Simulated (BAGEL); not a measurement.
# CH3FGeO (SMILES C[O][Ge][F]): a chain of runs

Aim: the energy (HF/def2-SVP), then the energy (NEVPT2(2,2)/def2-SVP) of CH3FGeO. 

Program for the calculation: BAGEL 1.2.2.

2 further runs of the same task are left out: 2 set aside as unsound or not needed.

## (1) The molecule

CH3FGeO: 7 atoms, total charge 0, spin state singlet. As SMILES, `C[O][Ge][F]`. One bond was lengthened or shortened from a relaxed shape.

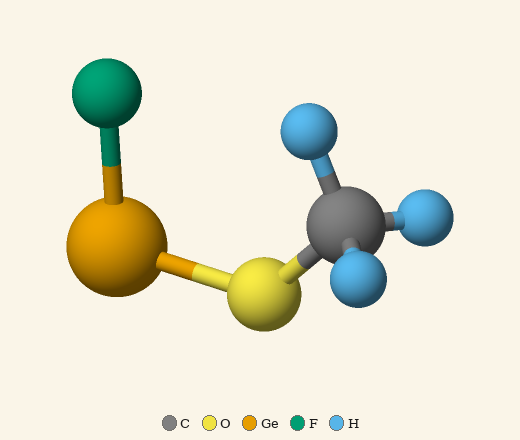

The structure, seen from a chosen angle (carbon grey, oxygen yellow, germanium amber, fluorine teal, hydrogen blue).

## (2) A single-point energy at HF/def2-SVP (density fitting with svp-jkfit) (run 1)

hf.json reads:

```json
{ "bagel": [

{
  "title": "molecule",
  "basis": "svp",
  "df_basis": "svp-jkfit",
  "angstrom": "true",
  "geometry": [
    { "atom": "C", "xyz": [      -0.653856,       0.536041,       0.343130 ] },
    { "atom": "O", "xyz": [       0.263344,       0.668741,      -0.723670 ] },
    { "atom": "Ge", "xyz": [       1.292644,      -0.566159,      -1.450170 ] },
    { "atom": "F", "xyz": [       0.818344,      -1.946059,      -0.451970 ] },
    { "atom": "H", "xyz": [      -0.697556,      -0.487659,       0.722030 ] },
    { "atom": "H", "xyz": [      -0.357056,       1.205641,       1.154830 ] },
    { "atom": "H", "xyz": [      -1.498700,       0.788500,       0.049700 ] }
  ]
},

{
  "title": "hf"
},

{
  "title": "print",
  "file": "orbitals.molden",
  "orbitals": "true"
}

]}
```

Started as:

```console
$ BAGEL_NUM_THREADS=1 BAGEL hf.json > hf.out
```

The program printed:

```text
* using 1 threads per process

  ===============================================================
  ===============================================================

  *** Geometry ***

  { "atom" : "C", "xyz" : [     -1.235609,      1.012971,      0.648422 ] },
  { "atom" : "O", "xyz" : [      0.497648,      1.263737,     -1.367538 ] },
  { "atom" : "Ge", "xyz" : [      2.442743,     -1.069885,     -2.740424 ] },
  { "atom" : "F", "xyz" : [      1.546446,     -3.677519,     -0.854100 ] },
  { "atom" : "H", "xyz" : [     -1.318190,     -0.921542,      1.364439 ] },
  { "atom" : "H", "xyz" : [     -0.674738,      2.278331,      2.182312 ] },
  { "atom" : "H", "xyz" : [     -2.832133,      1.490049,      0.093919 ] },

  Number of auxiliary basis functions:      549

  Since a DF basis is specified, we compute 2- and 3-index integrals:
    o Being stored without compression. Storage requirement is 0.035 GB

  Number of basis functions:       89
  Number of electrons      :       58

    * METHOD: MOLECULE                             0.32

  *** RHF ***

  === Nuclear Repulsion ===
   276.5850300620

      * DIIS with orbital gradients will be used.

  === RHF iteration (svp) ===
      0      -2288.60709897          0.01955400           0.10
      1      -2288.75078861          0.01516368           0.10
      2      -2288.87128336          0.00134854           0.10
      3      -2288.87300526          0.00058860           0.10
      4      -2288.87324031          0.00014907           0.10
      5      -2288.87326695          0.00006020           0.10
      6      -2288.87327078          0.00002346           0.10
      7      -2288.87327167          0.00000488           0.10
      8      -2288.87327170          0.00000215           0.10
      9      -2288.87327170          0.00000073           0.10
     10      -2288.87327170          0.00000032           0.10
     11      -2288.87327170          0.00000014           0.10
     12      -2288.87327170          0.00000006           0.10
     13      -2288.87327170          0.00000002           0.10
     14      -2288.87327170          0.00000001           0.10
    * SCF iteration converged.

    * Permanent dipole moment:
           (    0.054782,    -0.309325,     0.086502) a.u.

    * METHOD: HF                                   1.72

    * METHOD: PRINT                                0.02

  ===============================================================
```

Wall time 2.2 s (1 thread of Arm Neoverse V1, shared host); peak memory 0.15 GiB.

## (3) The energy at NEVPT2(2,2)/def2-SVP (density fitting with svp-jkfit) (run 2)

input.json reads:

```json
{ "bagel": [

{
  "title": "molecule",
  "basis": "svp",
  "df_basis": "svp-jkfit",
  "angstrom": true,
  "geometry": [
    { "atom": "C", "xyz": [      -0.653856,       0.536041,       0.343130 ] },
    { "atom": "O", "xyz": [       0.263344,       0.668741,      -0.723670 ] },
    { "atom": "Ge", "xyz": [       1.292644,      -0.566159,      -1.450170 ] },
    { "atom": "F", "xyz": [       0.818344,      -1.946059,      -0.451970 ] },
    { "atom": "H", "xyz": [      -0.697556,      -0.487659,       0.722030 ] },
    { "atom": "H", "xyz": [      -0.357056,       1.205641,       1.154830 ] },
    { "atom": "H", "xyz": [      -1.498700,       0.788500,       0.049700 ] }
  ]
},

{ "title": "hf" },

{ "title": "nevpt2", "nstate": 1, "nact": 2, "nclosed": 28, "active": [20, 52], "maxiter": 200, "natocc": true, "ncore": 12 },

{ "title": "print", "file": "orbitals.molden", "orbitals": true }

]}
```

Started as:

```console
$ BAGEL_NUM_THREADS=1 BAGEL input.json > input.out
```

The program printed:

```text
* using 1 threads per process

  ===============================================================
  ===============================================================

  *** Geometry ***

  { "atom" : "C", "xyz" : [     -1.235609,      1.012971,      0.648422 ] },
  { "atom" : "O", "xyz" : [      0.497648,      1.263737,     -1.367538 ] },
  { "atom" : "Ge", "xyz" : [      2.442743,     -1.069885,     -2.740424 ] },
  { "atom" : "F", "xyz" : [      1.546446,     -3.677519,     -0.854100 ] },
  { "atom" : "H", "xyz" : [     -1.318190,     -0.921542,      1.364439 ] },
  { "atom" : "H", "xyz" : [     -0.674738,      2.278331,      2.182312 ] },
  { "atom" : "H", "xyz" : [     -2.832133,      1.490049,      0.093919 ] },

  Number of auxiliary basis functions:      549

[... 21 lines left out ...]
    * SCF iteration converged.
[... 1 line left out ...]
    * Permanent dipole moment:
[... 22 lines left out ...]
      0  0     -2288.87354229     4.52e-05      0.03

      1  0     -2288.87954855     4.95e-04      0.35
[... 17 lines of this table left out ...]
     10  0     -2288.88529496     3.63e-09      0.42

    * Second-order optimization converged. *

     guess   0:   closed 1.                   open ..

  === FCI iteration ===

      0  0     -2288.87318698     8.41e-02      0.00
      1  0     -2288.88529347     6.99e-04      0.00
      2  0 *   -2288.88529496     8.91e-16      0.00

     * ci vector, state   0, <S^2> = 0.0000
       2.     0.9974209846
       .2    -0.0717731106

  === DF-NEVPT2 calculation ===

    * 3-index integral transformation done
    * assembly done

      NEVPT2 correlation energy:   -0.7068045992      0.24

          (+0)     -0.6581471635
          (+0)'    -0.0127564588
          (+1)     -0.0028501610
          (+1)'    -0.0000000000
          (+2)     -0.0000899822
          (-1)     -0.0222184010
          (-1)'     0.0000000000
          (-2)     -0.0107424326

      NEVPT2 total energy:       -2289.5920995601

    * METHOD: NEVPT2                               5.70

    * METHOD: PRINT                                0.02

  ===============================================================
```

Wall time 8.1 s (1 thread of Arm Neoverse V1, shared host); peak memory 0.15 GiB.

## (4) Results

```
                                 quantity           value
         run 1, HF/def2-SVP: total energy  -2288.87327 Eh
        run 1, HF/def2-SVP: dipole moment          0.83 D
          run 1, HF/def2-SVP: HOMO energy       -10.85 eV
          run 1, HF/def2-SVP: LUMO energy         1.21 eV
        run 1, HF/def2-SVP: HOMO–LUMO gap        12.06 eV
run 2, NEVPT2(2,2)/def2-SVP: total energy  -2289.59210 Eh
```
